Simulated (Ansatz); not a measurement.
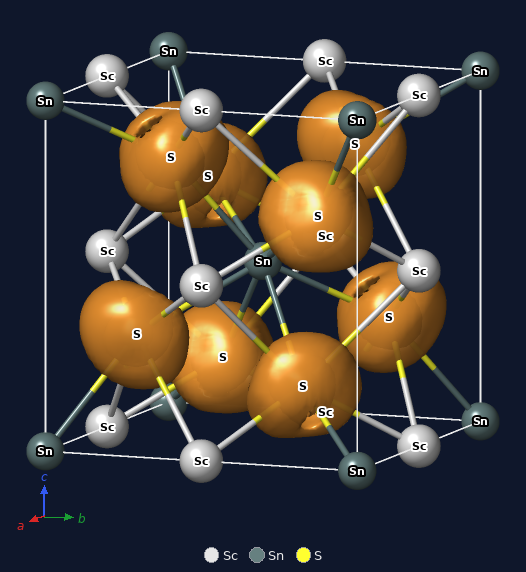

The picture shows: Sc2SnS4. Isosurface of the electron localisation function at 0.8 (orange), seen slightly off an axis. Only the valence region is drawn (cores and ρ < 0.01 e/Å³ removed). Sticks mark near contacts.

Space group I-42m; a structure from a database of computed crystals, not necessarily the ambient phase; started from the Li2WS4-121 prototype, which need not be the ambient phase.

These are results of DFT, PBEsol, plane waves, PAW (Ansatz 0.2.0), not measurements.

**Describe the localisation domains.**

At this value the surface marks out eight regions wrapped around S (the valence shell of each), counted in one cell of 14 atoms. Regions shared between cells count once. Profiles from the grid: Sc–S (2.57 Å): the ELF peaks at about 0.90 in the valence shell of S, 0.9 Å from its nucleus, and is about 0.45 at the midpoint. Sn–S (2.82 Å): the ELF peaks at about 0.85 in the valence shell of S, 0.8 Å from its nucleus, and drops to about 0.25 between the two atoms.
